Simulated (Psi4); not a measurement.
# H3O+ (oxonium): CCSD(T)/STO-3G (sweep point 1)

What is the vertical singlet–triplet gap of H3O+ (oxonium) at CCSD(T)/STO-3G (sweep point 1)? Input form: a Python script.

Program for the calculation: Psi4 1.11.

**1. The structure to begin with**

H3O+ has 4 atoms, charge +1, and is taken as a singlet. SMILES: `[OH3+]`. The shape is that of a PBE0-D4/def2-TZVP optimisation.

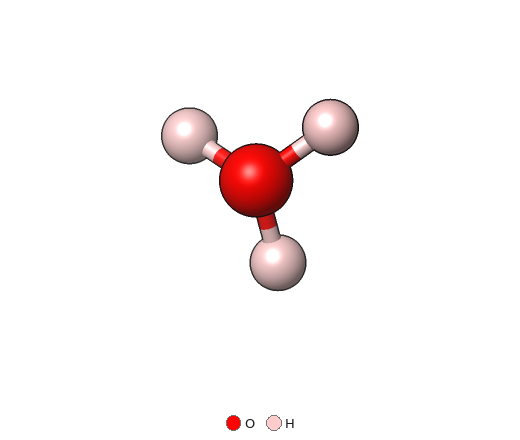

The structure, seen from a chosen angle (oxygen red, hydrogen pink).

**2. The energy at CCSD(T)/STO-3G (sweep point 1)**

calc.py

```python
import psi4

psi4.set_memory('1600 MB')
psi4.set_num_threads(1)
psi4.set_output_file('psi4.out', False)

m = psi4.geometry("""
1 1
O      0.181970    -0.056700    -0.052760
H      0.219060     0.918440     0.015140
H     -0.408890    -0.368290    -0.767380
H      0.007860    -0.493450     0.805020
symmetry c1
""")

psi4.set_options({
    'basis': 'STO-3G',
    'reference': 'rhf',
    'puream': True,
    'scf_type': 'pk',
    'num_frozen_docc': 1,
})

E, wfn = psi4.energy("ccsd(t)", molecule=m, return_wfn=True)
print(f'ccsd(t) energy: {E:.10f} Eh')
```

Command:

```sh
$ python calc.py
```

psi4.out:

```text
[...]
  Running in c1 symmetry.
[...]
  Nuclear repulsion =   13.956307360664804
[...]
  Multiplicity = 1
[...]
  Nalpha       = 5
  Nbeta        = 5
[...]
    Number of basis functions: 8
[...]
   @RHF iter   1:   -75.31943534738521   -4.55492e-01   1.57254e-02 DIIS/ADIIS
[...]
   @RHF iter   7:   -75.32982658968712   -3.69482e-13   2.29478e-10 DIIS
[...]
    Orbital Energies [Eh]
    ---------------------
    Doubly Occupied:
       1A    -20.858564     2A     -1.786140     3A     -1.104276
       4A     -1.104245     5A     -0.914069
[...]
  @RHF Final Energy:   -75.32982658968712
   => Energetics <=
    Nuclear Repulsion Energy =             13.9563073606648036
    One-Electron Energy =                -127.0376803269668926
    Two-Electron Energy =                  37.7515463766149679
    Total Energy =                        -75.3298265896871158
[...]
 Multipole Moments:
 ------------------------------------------------------------------------------------
     Multipole            Electronic (a.u.)      Nuclear  (a.u.)        Total (a.u.)
 ------------------------------------------------------------------------------------
 L = 1.  Multiply by 2.5417464519 to convert [e a0] to [Debye]
 Dipole X            :         -0.0889317           -0.5737000           -0.6626317
 Dipole Y            :          0.0277540            0.1787591            0.2065130
 Dipole Z            :          0.0257532            0.1663531            0.1921064
 Magnitude           :                                                    0.7201620
[...]
      * MP2 total energy                      =  -75.377452780357572
[...]
      * CCSD total energy                     =  -75.391311825282656
[...]
      * CCSD(T) total energy                  =  -75.391628148210089
```

The script printed:

```text
ccsd(t) energy: -75.3916281482 Eh
```

Wall time 3 s (1 thread of Intel Xeon at 2.70GHz, shared host); peak memory 0.18 GiB.

**3. The triplet at the same level**

job.py

```python
import psi4

psi4.set_memory(1600000000)
psi4.set_num_threads(1)
psi4.set_output_file('psi4.out', False)

molecule = psi4.geometry("""
1 3
O      0.181970    -0.056700    -0.052760
H      0.219060     0.918440     0.015140
H     -0.408890    -0.368290    -0.767380
H      0.007860    -0.493450     0.805020
symmetry c1
""")

psi4.set_options({
    'basis': 'STO-3G',
    'reference': 'uhf',
    'puream': True,
    'scf_type': 'pk',
    'num_frozen_docc': 1,
    'maxiter': 100,
})

E, wfn = psi4.energy("ccsd(t)", return_wfn=True)
print(f'total energy {E:.8f} hartree = {E * 27.211386:.5f} eV')
```

Command:

```sh
$ python job.py
```

psi4.out:

```text
[...]
  Running in c1 symmetry.
[...]
  Nuclear repulsion =   13.956307360664804
[...]
  Multiplicity = 3
[...]
  Nalpha       = 6
  Nbeta        = 4
[...]
    Number of basis functions: 8
[...]
   @UHF iter   1:   -74.82467131897265    3.92725e-02   3.03603e-02 ADIIS/DIIS
[...]
   @UHF iter  10:   -74.86092545818103    1.42109e-14   9.66781e-09 DIIS
[...]
   @S^2 Observed:                2.003021808E+00
[...]
    Orbital Energies [Eh]
    ---------------------
    Alpha Occupied:
       1A    -21.092743     2A     -2.001922     3A     -1.245565
       4A     -1.245545     5A     -1.206401     6A     -0.367025
    Alpha Virtual:
       7A      0.116383     8A      0.116400
    Beta Occupied:
       1A    -21.039805     2A     -1.779625     3A     -1.172018
       4A     -1.172005
[...]
  @UHF Final Energy:   -74.86092545818103
   => Energetics <=
    Nuclear Repulsion Energy =             13.9563073606648036
    One-Electron Energy =                -125.3118120112446121
    Two-Electron Energy =                  36.4945791923987741
    Total Energy =                        -74.8609254581810291
  UHF NO Occupations:
  HONO-2 :    4  A 1.9992432
  HONO-1 :    5  A 1.0000000
[...]
 Multipole Moments:
 ------------------------------------------------------------------------------------
     Multipole            Electronic (a.u.)      Nuclear  (a.u.)        Total (a.u.)
 ------------------------------------------------------------------------------------
 L = 1.  Multiply by 2.5417464519 to convert [e a0] to [Debye]
 Dipole X            :          0.3813204           -0.5737000           -0.1923796
 Dipole Y            :         -0.1190543            0.1787591            0.0597048
 Dipole Z            :         -0.1103033            0.1663531            0.0560498
 Magnitude           :                                                    0.2090841
[...]
      * MP2 total energy                      =  -74.896631598386008
[...]
      * CCSD total energy                     =  -74.913631156891327
[...]
      * CCSD(T) total energy                     =  -74.914090546209025
```

On the terminal:

```text
total energy -74.91409055 hartree = -2038.51623 eV
```

It took 3.9 s on 1 thread of Intel Xeon at 2.70GHz, shared host; peak memory 0.18 GiB.

**4. Results**

Level: CCSD(T)/STO-3G (sweep point 1), 1 core orbital frozen.

| quantity | value |
| --- | --- |
| singlet: total energy | -75.39163 Eh |
| singlet: HOMO energy (Hartree–Fock orbitals) | -24.87 eV |
| singlet: LUMO energy (Hartree–Fock orbitals) | 2.67 eV |
| singlet: HOMO–LUMO gap (Hartree–Fock orbitals) | 27.54 eV |
| singlet: correlation energy (1 core orbital frozen) | -61.8 mEh |
| singlet: (T) correction | -0.32 mEh |
| singlet: T1 diagnostic | 0.007 |
| triplet: total energy | -74.91409 Eh |
| triplet: HOMO energy (Hartree–Fock orbitals) (highest over α and β) | -9.99 eV |
| triplet: LUMO energy (Hartree–Fock orbitals) (lowest over α and β) | -8.37 eV |
| triplet: correlation energy (1 core orbital frozen) | -53.2 mEh |
| triplet: (T) correction | -0.46 mEh |
| triplet: ⟨S²⟩ of the reference determinant | 2.003 |
| triplet: T1 diagnostic | 0.011 |
| vertical energy of the triplet above the singlet | 12.994 eV |

What this shows: At this shape the triplet lies 12.99 eV (1254 kJ/mol) above the singlet. In a minimal basis such a difference can be off by several eV, whatever the method. The triples (singlet) make up 0.5 % of the correlation energy. The triples (triplet) make up 0.9 % of the correlation energy.
